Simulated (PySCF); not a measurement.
# Energy and gradient calculation of SiH4O

- system: SiH4O, SMILES O[SiH3]
- method: B3LYP/6-31G*, RKS (PySCF 2.14.0)

The geometry comes from this level: PBE0-D4/def2-TZVP. Figures and captions count atoms from 1; the log counts them from 0 in places.

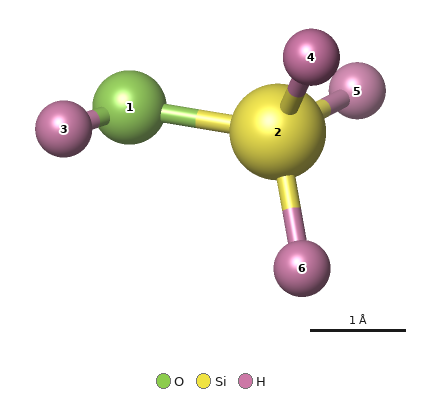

**Figure 1.** The structure as given in the input (ball-and-stick view, seen at an oblique angle; atoms are numbered from 1 in the order of the input).

## Summary

- outcome: converged
- total energy: −367.139453 hartree
- basis functions: 40
- largest force: 0.599 eV/Å
- HOMO: −8.21 eV
- LUMO: 0.29 eV
- dipole moment: 1.46 D
- hardware: 1 thread of Intel Xeon @ 2.50GHz (Skylake/Cascade Lake), 189 GiB of memory available, shared host
- wall time: 24 s (CPU time 16 s; the host was busy)
- peak memory: 0.44 GiB

## Input file (input.py)
```python
import pyscf.grad
from pyscf import gto, dft

mol = gto.Mole()
mol.atom = '''
O    0.636700  -1.030300   0.419000
Si  -0.035700   0.346500  -0.187000
H    0.069100  -1.629200   0.904700
H   -1.128300   0.045700  -1.152800
H    1.060500   1.064900  -0.875600
H   -0.602300   1.202400   0.891700
'''
mol.spin = 0
mol.max_memory = 1860
mol.basis = '6-31g*'
mol.verbose = 4
mol.build()

mf = dft.RKS(mol, xc='b3lyp')
mf.conv_tol = 1e-10
mf.grids.level = 5
mf.kernel()
if not mf.converged:
    mf = mf.newton().run(mf.mo_coeff, mf.mo_occ)

e_tot = mf.e_tot
print(f'total energy: {e_tot:.8f} hartree')
grad = mf.Gradients().kernel()
dip = mf.dip_moment()
pop, q = mf.mulliken_pop()
```

Launch command:
```bash
OMP_NUM_THREADS=1 python input.py
```

## Output
```
PySCF version 2.14.0

[INPUT] num. atoms = 6
[INPUT] num. electrons = 26
[INPUT] charge = 0
[INPUT] spin (= nelec alpha-beta = 2S) = 0
[INPUT] symmetry False subgroup None
[INPUT] Mole.unit = angstrom
[INPUT] Symbol           X                Y                Z      unit          X                Y                Z       unit  Magmom
[INPUT]  1 O      0.636700000000  -1.030300000000   0.419000000000 AA    1.203188623511  -1.946984826139   0.791795246193 Bohr   0.0
[INPUT]  2 Si    -0.035700000000   0.346500000000  -0.187000000000 AA   -0.067463222647   0.654790102162  -0.353378785294 Bohr   0.0
[INPUT]  3 H      0.069100000000  -1.629200000000   0.904700000000 AA    0.130580075207  -3.078741802141   1.709635224894 Bohr   0.0
[INPUT]  4 H     -1.128300000000   0.045700000000  -1.152800000000 AA   -2.132177986347   0.086360483893  -2.178476276399 Bohr   0.0
[INPUT]  5 H      1.060500000000   1.064900000000  -0.875600000000 AA    2.004054555101   2.012369350049  -1.654644194669 Bohr   0.0
[INPUT]  6 H     -0.602300000000   1.202400000000   0.891700000000 AA   -1.138182044826   2.272206692177   1.685068785275 Bohr   0.0

nuclear repulsion = 64.7548918080957
number of shells = 22
number of NR pGTOs = 94
number of NR cGTOs = 40
basis = 6-31g*
ecp = {}

******** <class 'pyscf.dft.rks.RKS'> ********
method = RKS
initial guess = minao
damping factor = 0
level_shift factor = 0
DIIS = <class 'pyscf.scf.diis.CDIIS'>
diis_start_cycle = 1
diis_space = 8
diis_damp = 0
SCF conv_tol = 1e-10
SCF conv_tol_grad = None
SCF max_cycles = 50
direct_scf = True
direct_scf_tol = 1e-13
XC library pyscf.dft.libxc version 7.0.0
    S. Lehtola, C. Steigemann, M. J.T. Oliveira, and M. A.L. Marques.,  SoftwareX 7, 1–5 (2018)
XC functionals = b3lyp
    P. J. Stephens, F. J. Devlin, C. F. Chabalowski, and M. J. Frisch.,  J. Phys. Chem. 98, 11623 (1994)
radial grids:
    Treutler-Ahlrichs [JCP 102, 346 (1995); DOI:10.1063/1.469408] (M4) radial grids

becke partition: Becke, JCP 88, 2547 (1988); DOI:10.1063/1.454033
pruning grids: <function nwchem_prune>
grids dens level: 5
symmetrized grids: False
atomic radii adjust function: <function treutler_atomic_radii_adjust>
small_rho_cutoff = 0
Set gradient conv threshold to 1e-05
Initial guess from minao.
tot grids = 180696
init E= -367.067617977934
  HOMO = -0.353462015373893  LUMO = -0.0380735821491922  gap/eV = 8.58216
cycle= 1 E= -367.040504602232  delta_E= 0.0271  |g|= 0.726  |ddm|= 1.96
  HOMO = -0.153412415700589  LUMO = 0.0303218413845747  gap/eV = 4.99966
cycle= 2 E= -366.826388517105  delta_E= 0.214  |g|= 1.26  |ddm|= 1.49
  HOMO = -0.304362292518916  LUMO = 0.00757839181144737  gap/eV = 8.48834
cycle= 3 E= -367.138785236476  delta_E= -0.312  |g|= 0.0493  |ddm|= 1.09
  HOMO = -0.301598633385296  LUMO = 0.0103783361931415  gap/eV = 8.48933
cycle= 4 E= -367.13943187442  delta_E= -0.000647  |g|= 0.00922  |ddm|= 0.0654
  HOMO = -0.30163305268079  LUMO = 0.0106232766219421  gap/eV = 8.49693
cycle= 5 E= -367.13945295115  delta_E= -2.11e-05  |g|= 0.00127  |ddm|= 0.0092
  HOMO = -0.301763012466622  LUMO = 0.0105438392427297  gap/eV = 8.49830
cycle= 6 E= -367.139453432788  delta_E= -4.82e-07  |g|= 0.000232  |ddm|= 0.00191
  HOMO = -0.301747259313157  LUMO = 0.010572335950763  gap/eV = 8.49865
cycle= 7 E= -367.139453451484  delta_E= -1.87e-08  |g|= 4.97e-05  |ddm|= 0.000391
  HOMO = -0.301756708353719  LUMO = 0.0105641071576916  gap/eV = 8.49868
cycle= 8 E= -367.139453452251  delta_E= -7.66e-10  |g|= 6.23e-06  |ddm|= 6.83e-05
  HOMO = -0.301755552908775  LUMO = 0.0105645612043075  gap/eV = 8.49866
cycle= 9 E= -367.139453452261  delta_E= -1.04e-11  |g|= 1.1e-06  |ddm|= 8.58e-06
  HOMO = -0.301755409881157  LUMO = 0.0105646229492291  gap/eV = 8.49866
```

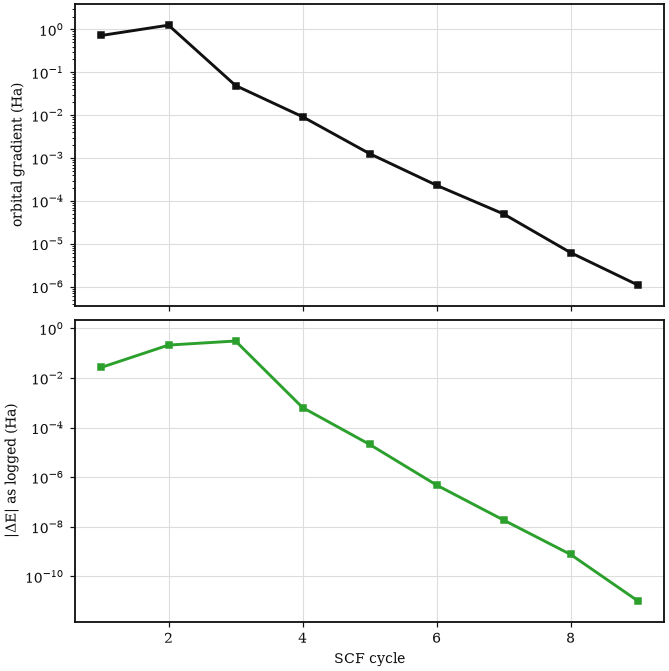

**Figure 2.** Convergence of the self-consistent field: orbital gradient and size of the energy change against the SCF cycle. The residual falls almost steadily, with no more than small rises.

```
Extra cycle  E= -367.139453452262  delta_E= -3.98e-13  |g|= 1.33e-06  |ddm|= 2.35e-06
converged SCF energy = -367.139453452262
total energy: -367.13945345 hartree

******** <class 'pyscf.grad.rks.Gradients'> for <class 'pyscf.dft.rks.RKS'> ********
unit = Eh/Bohr
grid_response = False
--------------- RKS gradients ---------------
         x                y                z
0 O    -0.0107973141     0.0043586482     0.0003174466
1 Si     0.0036230697    -0.0063163119     0.0026287185
2 H     0.0052676281     0.0053243472    -0.0043730280
3 H     0.0010039354    -0.0010909019     0.0010448090
4 H     0.0001686098    -0.0006309988     0.0003107153
5 H     0.0007393997    -0.0016425641     0.0000694510
----------------------------------------------
Dipole moment(X, Y, Z, Debye): -1.25797, -0.45026,  0.57982
 ** Mulliken pop  **
pop of  0 O 1s            1.99705
pop of  0 O 2s            0.89611
pop of  0 O 3s            0.94153
pop of  0 O 2px           0.99168
pop of  0 O 2py           0.93919
pop of  0 O 2pz           1.02260
pop of  0 O 3px           0.67675
pop of  0 O 3py           0.54452
pop of  0 O 3pz           0.68809
pop of  0 O 3dxy          0.00697
pop of  0 O 3dyz          0.00264
pop of  0 O 3dz^2         0.00131
pop of  0 O 3dxz          0.00521
pop of  0 O 3dx2-y2       0.00231
pop of  1 Si 1s           1.99966
pop of  1 Si 2s           1.99564
pop of  1 Si 3s           0.95362
pop of  1 Si 4s           0.21276
pop of  1 Si 2px          1.98801
pop of  1 Si 2py          1.98733
pop of  1 Si 2pz          1.98804
pop of  1 Si 3px          0.63523
pop of  1 Si 3py          0.51179
pop of  1 Si 3pz          0.62449
pop of  1 Si 4px          0.12140
pop of  1 Si 4py          0.04759
pop of  1 Si 4pz          0.12203
pop of  1 Si 3dxy         0.05442
pop of  1 Si 3dyz         0.06155
pop of  1 Si 3dz^2        0.01838
pop of  1 Si 3dxz         0.06558
pop of  1 Si 3dx2-y2      0.04001
pop of  2 H 1s            0.47249
pop of  2 H 2s            0.10341
pop of  3 H 1s            0.51583
pop of  3 H 2s            0.58477
pop of  4 H 1s            0.51563
pop of  4 H 2s            0.56379
pop of  5 H 1s            0.51581
pop of  5 H 2s            0.58480
 ** Mulliken atomic charges  **
charge of    0O =     -0.71595
charge of    1Si =      0.57248
charge of    2H =      0.42411
charge of    3H =     -0.10060
charge of    4H =     -0.07942
charge of    5H =     -0.10062
```

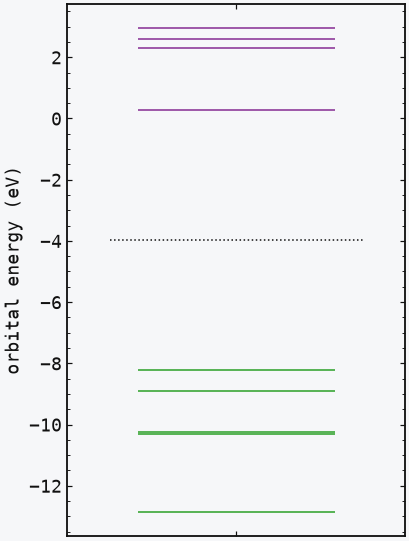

**Figure 3.** Orbital energies near the frontier; the dotted line parts filled from empty levels, and levels within 0.02 eV of each other stand side by side. Highest filled −8.21 eV, lowest empty 0.29 eV, 8.50 eV apart.
